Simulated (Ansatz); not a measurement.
# CH$_{5}$AlO$_{2}$ (SMILES [CH3][Al]([OH])[OH]): what the fields show

The calculation's input:

```
crystal:
  periodic: [false, false, false]
  atoms:
    - {symbol: C, position_ang: [-0.048532, 1.086897, -1.053153]}
    - {symbol: Al, position_ang: [0.022737, -0.299849, 0.292109]}
    - {symbol: O, position_ang: [1.027406, -1.641608, 0.023725]}
    - {symbol: O, position_ang: [-0.918634, -0.136706, 1.695555]}
    - {symbol: H, position_ang: [-0.449279, 0.697827, -1.993619]}
    - {symbol: H, position_ang: [-0.676326, 1.922521, -0.737759]}
    - {symbol: H, position_ang: [0.950901, 1.472359, -1.272774]}
    - {symbol: H, position_ang: [1.135639, -2.382262, 0.615903]}
    - {symbol: H, position_ang: [-0.955312, -0.765378, 2.412915]}
basis:
  gaussian: {orbitals: def2-TZVPP}
hamiltonian: {xc: pbe0, dispersion: d4}
output: {orbitals: {seedname: orbitals}}
```

Command:

```sh
ansatz run in.yaml --threads 4 --pin off --events-out ev --progress --plain --max-ram 10444MiB
```

Geometry: PBE0-D4/def2-TZVP.

The calculation used RKS PBE0-D4/def2-TZVPP in Ansatz 0.2.0.

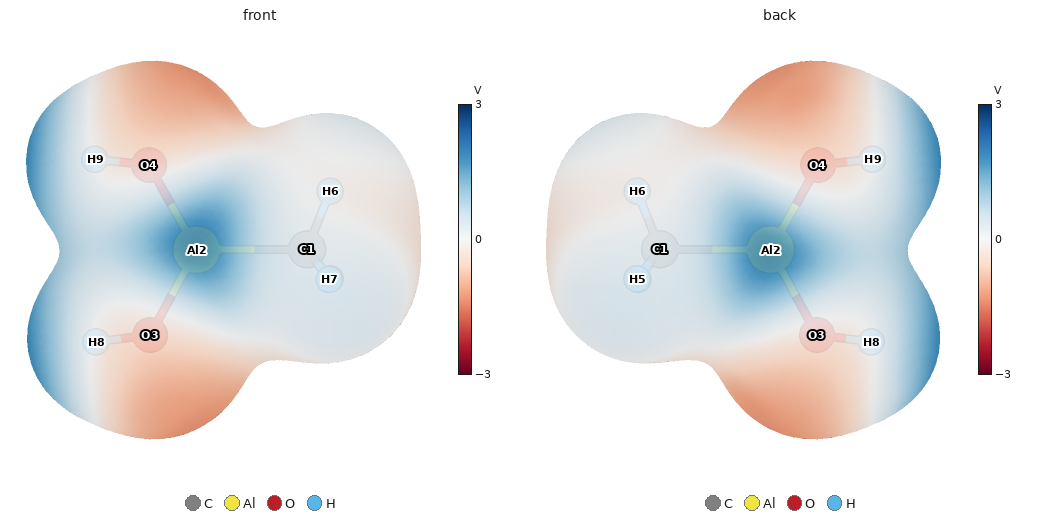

Figure 1. The molecular electrostatic potential painted on the density surface at 0.001 e/bohr³, seen from the front and from behind; red is negative and blue positive.

Question: Where is the surface potential most negative and most positive?

Answer: The most negative region (about −1.3 V) lies over O3 and O4, the most positive (about +2.0 V) over Al2.

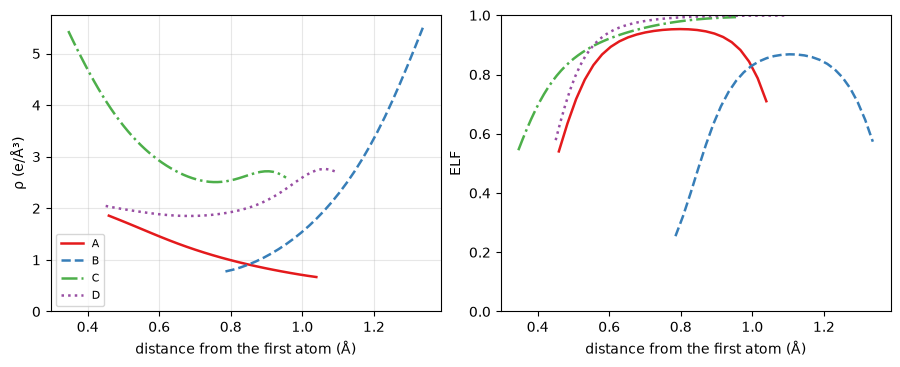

Figure 2. Total electron density and electron localisation function along straight lines between neighbouring atoms. The curves leave out the atomic cores.

Question: Which curve belongs to which contact (Al–O, C–Al, C–H and O–H)? The first atom named is at distance zero.

Answer: Curve A: C–Al (1.93 Å): ρ is about 0.75 e/Å³ halfway; the ELF peaks at about 0.95 between the atoms (a polar covalent bond). Curve B: Al–O (1.70 Å): ρ at the midpoint is about 0.91 e/Å³; the ELF peaks at about 0.85 in the valence shell of O, 0.6 Å from its nucleus, and is about 0.50 at the midpoint. Curve C: O–H (0.95 Å): the density is about 3.8 e/Å³ at the midpoint; the ELF climbs to about 1 towards the hydrogen, as it does in any bond to H: a covalent bond by its length. Curve D: C–H (1.09 Å): ρ is about 1.9 e/Å³ halfway; the ELF climbs to about 1 towards the hydrogen (a covalent bond by its length).

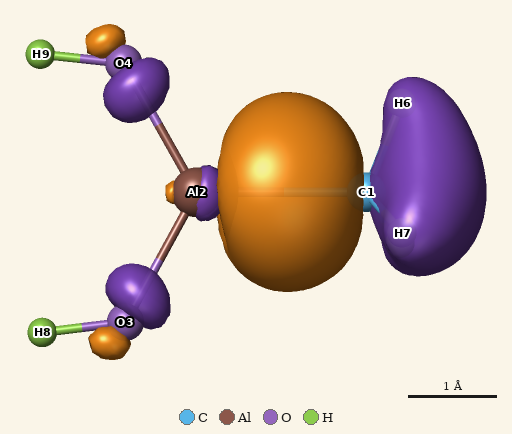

Figure 3. The HOMO at ±0.15 Å⁻³ᐟ² (orange and purple are the two phases), seen across its widest extent.

Question: Describe this orbital and give its energy.

Answer: Its weight (Hirshfeld) is mainly on C1 (about 55 %) and Al2 (about 25 %). Its energy is −8.60 eV.
